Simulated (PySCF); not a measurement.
## What a change does: NMR shielding calculation on CH8OSi2

System: CH8OSi2, SMILES CO[SiH2][SiH3].
Method of the first run: GIAO PBE0/pcSseg-1 NMR shielding, non-relativistic, gas phase (PySCF 2.14.0).

The geometry comes from this level: GFN2-xTB. Text and figures count atoms from 1; the logs count them from 0 in places.

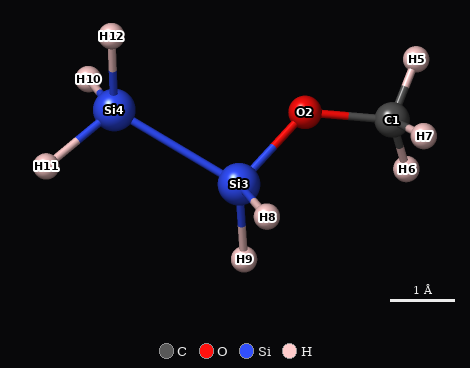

Figure 1. The structure as given in the input (ball-and-stick view, seen at a tilt; atoms are numbered from 1 in the order of the input).

Input file, the first run:
```
{"job": {"kind": "nmr", "xc": "PBE0", "basis": "pcSseg-1"}, "charge": 0, "multiplicity": 1}
C     -2.144745     0.593156     0.133848
O     -0.780518     0.495148     0.395578
Si     0.222604    -0.736239     0.043560
Si     2.203434     0.068756     0.868103
H     -2.496662     1.555070     0.508937
H     -2.694327    -0.209096     0.632368
H     -2.338942     0.533026    -0.939880
H      0.174458    -1.015630    -1.403773
H     -0.288420    -1.979722     0.649942
H      2.215784     0.329162     2.311309
H      3.245102    -0.936657     0.630513
H      2.683430     1.302339     0.236575
```

The first line tells a small driver script what to run in PySCF; the rest is the geometry in Å.

Command:
```bash
OMP_NUM_THREADS=1 python <driver script> task.json out
```

Hardware: 1 CPU thread, shared host.

Output (the first run):
```
coarse grid: 10384 points
cycle   1  E = -696.6118354937  dE =  1.616e-01  |g| = 6.346e-01  |ddm| = 2.915e+00
cycle   2  E = -696.4789835926  dE =  1.329e-01  |g| = 1.051e+00  |ddm| = 1.535e+00
cycle   3  E = -696.6839790959  dE = -2.050e-01  |g| = 5.189e-02  |ddm| = 1.114e+00
cycle   4  E = -696.6844942168  dE = -5.151e-04  |g| = 1.075e-02  |ddm| = 5.119e-02
cycle   5  E = -696.6845161930  dE = -2.198e-05  |g| = 4.323e-03  |ddm| = 1.466e-02
cycle   6  E = -696.6845208595  dE = -4.667e-06  |g| = 5.491e-04  |ddm| = 4.277e-03
final grid: 89248 points
cycle   7  E = -696.7169650983  dE = -9.530e-06  |g| = 8.880e-03  |ddm| = 1.354e-02
cycle   8  E = -696.7169521683  dE =  1.293e-05  |g| = 1.243e-02  |ddm| = 1.191e-02
cycle   9  E = -696.7169788664  dE = -2.670e-05  |g| = 1.144e-03  |ddm| = 7.970e-03
cycle  10  E = -696.7169791517  dE = -2.853e-07  |g| = 1.065e-04  |ddm| = 1.089e-03
cycle  11  E = -696.7169791539  dE = -2.246e-09  |g| = 2.783e-05  |ddm| = 1.091e-04
cycle  12  E = -696.7169791541  dE = -1.914e-10  |g| = 5.266e-06  |ddm| = 4.129e-05
converged SCF energy = -696.7169791541

GIAO shielding tensors (ppm)
atom      isotropic    diamagn.    paramagn.     s11        s22        s33       span
  0 C      130.457     241.979    -111.522    102.698    103.070    185.602     82.904
  1 O      350.295     399.390     -49.095    299.449    361.555    389.881     90.432
  2 Si     371.081     880.824    -509.744    295.714    338.243    479.286    183.573
  3 Si     470.161     880.379    -410.218    448.740    478.073    483.671     34.930
  4 H       27.732      27.977      -0.245     23.393     25.506     34.295     10.902
  5 H       28.137      28.385      -0.248     24.247     25.759     34.405     10.157
  6 H       28.134      28.843      -0.710     24.239     25.756     34.406     10.167
  7 H       26.451      30.183      -3.732     23.579     24.908     30.864      7.285
  8 H       26.451      29.878      -3.427     23.580     24.909     30.864      7.284
  9 H       28.244      29.171      -0.927     25.101     26.072     33.559      8.458
 10 H       28.648      28.810      -0.162     25.633     26.027     34.286      8.653
 11 H       28.243      29.412      -1.169     25.101     26.072     33.557      8.456
```

For the second run the input was changed thus:
```diff
-"xc": "PBE0"
+"xc": "OLYP"
+"pop": false
+"scf": {"aux": "def2-qzvpp-jkfit"}
```

What does this change do to the results?

The total energies belong to different models, so their difference says nothing on which is more stable or more accurate. The HOMO goes from −8.11 to −6.47 eV. The LUMO goes from −0.19 to −0.76 eV. The dipole moment goes from 1.36 to 1.26 D. Of all shieldings, the largest change is that of O2, by −15.8 ppm. The functional changes from PBE0 to OLYP. The SCF takes 10 iterations against 12.

Output (the second run):
```
final grid: 89248 points
cycle   1  E = -696.9322742458  dE =  1.604e-01  |g| = 7.511e-01  |ddm| = 2.985e+00
cycle   2  E = -696.3665057600  dE =  5.658e-01  |g| = 1.798e+00  |ddm| = 3.407e+00
cycle   3  E = -697.0370125537  dE = -6.705e-01  |g| = 1.126e-01  |ddm| = 2.995e+00
cycle   4  E = -697.0403104176  dE = -3.298e-03  |g| = 4.226e-02  |ddm| = 1.934e-01
cycle   5  E = -697.0407189121  dE = -4.085e-04  |g| = 1.898e-02  |ddm| = 5.317e-02
cycle   6  E = -697.0408091891  dE = -9.028e-05  |g| = 2.566e-03  |ddm| = 1.697e-02
cycle   7  E = -697.0408105543  dE = -1.365e-06  |g| = 7.532e-04  |ddm| = 3.430e-03
cycle   8  E = -697.0408107539  dE = -1.996e-07  |g| = 1.395e-04  |ddm| = 1.418e-03
cycle   9  E = -697.0408107590  dE = -5.074e-09  |g| = 2.701e-05  |ddm| = 2.017e-04
cycle  10  E = -697.0408107592  dE = -1.812e-10  |g| = 9.671e-06  |ddm| = 5.449e-05
converged SCF energy = -697.0408107592

GIAO shielding tensors (ppm)
atom      isotropic    diamagn.    paramagn.     s11        s22        s33       span
  0 C      126.345     240.997    -114.651     97.937     98.386    182.713     84.776
  1 O      334.511     398.975     -64.463    282.352    348.595    372.587     90.235
  2 Si     372.545     881.535    -508.990    297.214    340.182    480.240    183.026
  3 Si     468.151     880.945    -412.793    446.625    476.121    481.709     35.084
  4 H       27.699      28.098      -0.399     23.534     25.489     34.075     10.541
  5 H       28.048      28.347      -0.299     24.363     25.597     34.183      9.820
  6 H       28.044      28.897      -0.853     24.354     25.595     34.185      9.831
  7 H       26.402      30.372      -3.970     23.641     24.795     30.769      7.128
  8 H       26.402      30.010      -3.608     23.642     24.795     30.769      7.127
  9 H       28.339      29.436      -1.096     25.331     26.244     33.442      8.111
 10 H       28.687      29.008      -0.321     25.804     26.158     34.098      8.293
 11 H       28.339      29.719      -1.381     25.331     26.244     33.441      8.109
```

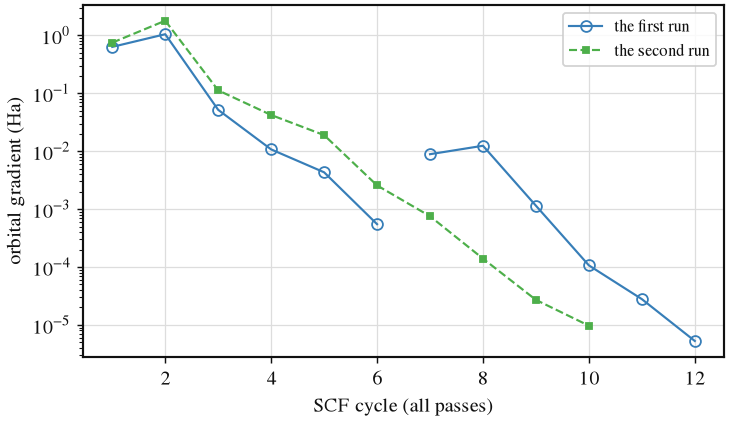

Figure 2. Convergence of the two runs: orbital gradient against the SCF cycle. A break in a curve parts two SCF passes (coarse and final grid). The first run takes 12 cycles in all, and the second run takes 10.

The two runs side by side:

```csv
quantity,the first run,the second run
outcome,converged,converged
total energy (hartree),−696.716979,−697.040811
HOMO (eV),−8.11,−6.47
LUMO (eV),−0.19,−0.76
dipole moment (D),1.36,1.26
shielding of C1 (ppm),130.5,126.3
shielding of O2 (ppm),350.3,334.5
shielding of Si3 (ppm),371.1,372.5
shielding of Si4 (ppm),470.2,468.2
shielding of H6 (ppm),28.1,28.0
shielding of H10 (ppm),28.2,28.3
shielding of H12 (ppm),28.2,28.3
SCF iterations,12,10
basis functions,122,122
wall time (shared host),9.1 s,13 s
```
